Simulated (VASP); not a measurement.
Band structure of MnGe2 (relaxed from the AlB2 structure, space group P6/mmm). Method: PBEsol GGA, VASP's PBE PAW potentials (set 64) (plane waves; VASP).

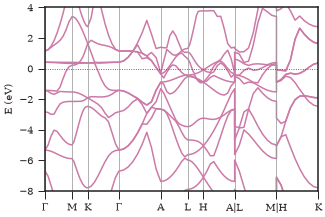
Bands along high-symmetry lines, zero at the valence-band maximum or, without a gap, the Fermi level

Read the plot: is there a gap, and where are the band edges?

It has no gap at this level: it comes out as a metal or semimetal. (Edges off the drawn lines would not show.)

The structure was generated: MnGe2 was put into the AlB2 type (P6/mmm), which need not be its known phase. It was relaxed first, which changed the volume by -49 %. The run is not spin-polarised, so no magnetic state was tried. The electron count is odd and the run is not spin-polarised, which forces a metal.
